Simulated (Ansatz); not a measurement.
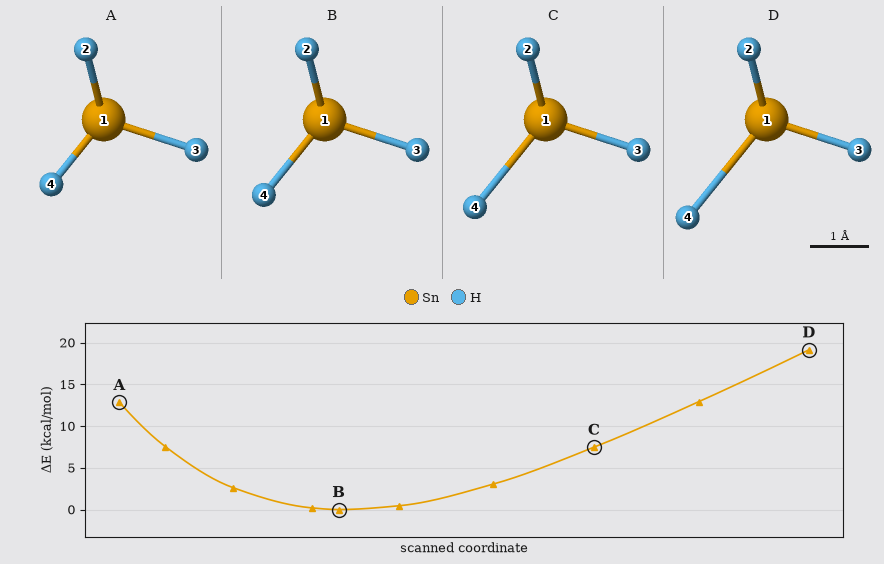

Frames of a one-coordinate scan of SnH₃ (multiplicity 2). A ball-and-stick model, seen at a tilt.

Computed with Ansatz: B3LYP-D4, basis def2-TZVPP, on geometries moved rigidly from the minimum at PBE0-D4/def2-TZVP. Elements past krypton carry the basis set's effective core potentials. Energies are counted from the PBE0-D4/def2-TZVP minimum geometry at the same level.

Which coordinate changes from frame to frame?

The Sn1–H4 distance is varied, with the rest of the molecule carried along rigidly. In the frames the distance is 1.475 Å (A), 1.715 Å (B), 1.994 Å (C), 2.229 Å (D). Of the computed points the lowest is at the distance 1.715 Å, 0.0 kcal/mol. At the ends of the scan the energy is 12.8 kcal/mol (1.475 Å) and 19.1 kcal/mol (2.229 Å). The curvature at the lowest point is about 13 eV/Å² (2.1 mdyn/Å). The well is steeper on the short side, as for any bond.
